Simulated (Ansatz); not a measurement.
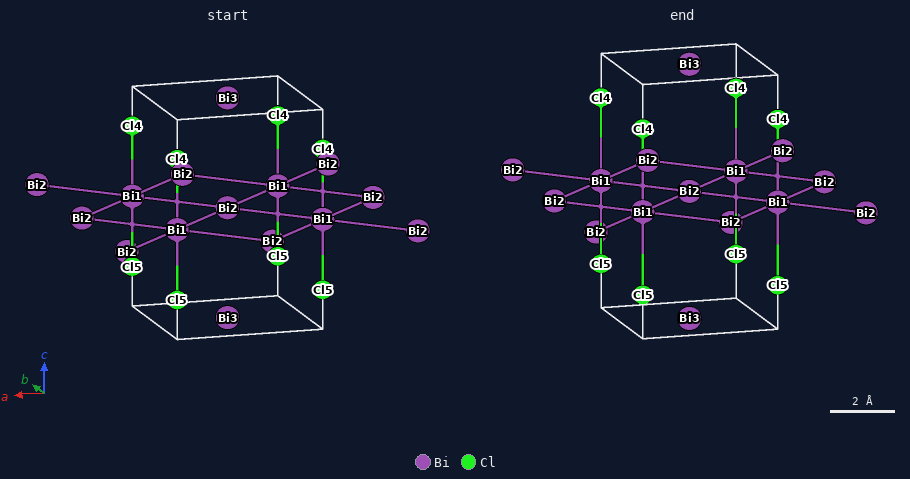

The structure of solid Bi$_{3}$Cl$_{2}$ (a generated structure, set up in P4/mmm) (coarse preliminary run) before (left) and after (right) a relaxation, at one scale.

A ball-and-stick model of the cell of the calculation, seen from a free direction.

Theory: DFT PBE, scalar-relativistic, plane waves, PAW in Ansatz. Set-up: plane-wave cutoff 420 eV; k-point mesh 4 × 4 × 4; occupations gaussian; smearing width 0.1 eV; no spin polarisation; cell and atoms relaxed; force threshold 0.04 eV/Å; at most 70 steps.

> Describe what moved and what it gained.

Over 5 accepted moves (6 points after the start) the energy falls by 432 meV per atom. The largest force component goes from 4.3 to 0.012 eV/Å. Pressure: 6.76 GPa at the start and 0.10 GPa at the end. At 1 point the geometry stayed and the basis and grid were re-selected for the new cell (energy shift of 1.4 meV per atom at most each time). The largest moves relative to the cell, 0.054 Å, are those of Cl4 and Cl5. Cl4 goes along +c. Bi stays in place. Cell: a = b 4.818 → 4.469 Å (−7.3 %), c 7.143 → 8.262 Å (+15.7 %). Volume −0.5 %. Some distances before and after: Bi1–Cl4 2.289 → 2.702 Å, Bi1–Bi2 3.407 → 3.160 Å. The space group stays P4/mmm (No. 123). The run took 43 s on 1 thread of Arm Neoverse V2, with other jobs on the host, peak memory 0.42 GiB.
